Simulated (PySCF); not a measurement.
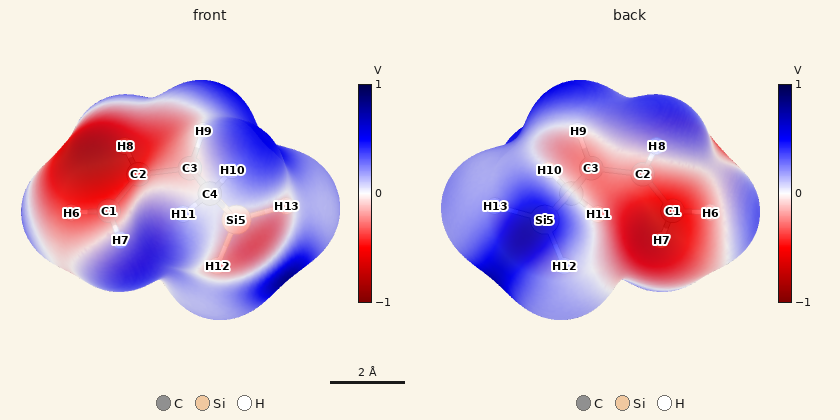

*C4H8Si (SMILES C=C[C@H]1C[SiH2]1). The electrostatic potential painted on the density surface at 0.001 e/bohr³, seen from the front and from behind; red is negative and blue positive.*

Geometry: GFN2-xTB.

These are results of CAM-B3LYP/def2-SVPD, SCF density, gas phase in PySCF, not measurements.

```yaml
atoms:
  - { symbol: C, position_ang: [1.8403, 0.0837, -0.6321] }
  - { symbol: C, position_ang: [1.2146, 0.2800, 0.5217] }
  - { symbol: C, position_ang: [-0.2317, 0.3273, 0.7310] }
  - { symbol: C, position_ang: [-1.1820, 0.6478, -0.4328] }
  - { symbol: Si, position_ang: [-1.3372, -1.1235, 0.1573] }
  - { symbol: H, position_ang: [2.9143, 0.0534, -0.6916] }
  - { symbol: H, position_ang: [1.3113, -0.0472, -1.5609] }
  - { symbol: H, position_ang: [1.8060, 0.3947, 1.4230] }
  - { symbol: H, position_ang: [-0.5038, 0.7981, 1.6691] }
  - { symbol: H, position_ang: [-1.9580, 1.3649, -0.2013] }
  - { symbol: H, position_ang: [-0.7055, 0.8764, -1.3752] }
  - { symbol: H, position_ang: [-0.6928, -2.1747, -0.6057] }
  - { symbol: H, position_ang: [-2.4799, -1.4804, 0.9797] }
```

Question: Which sites attract a positive test charge, and which a negative one?

Answer: A positive charge is drawn to the negative regions and a negative charge to the positive ones. The most negative region (about −0.8 V) lies over the π face of C1 and C2, the most positive (about +0.8 V) over Si5.

Question: What dipole moment does the calculation give?

Answer: Its dipole moment is 0.88 D.
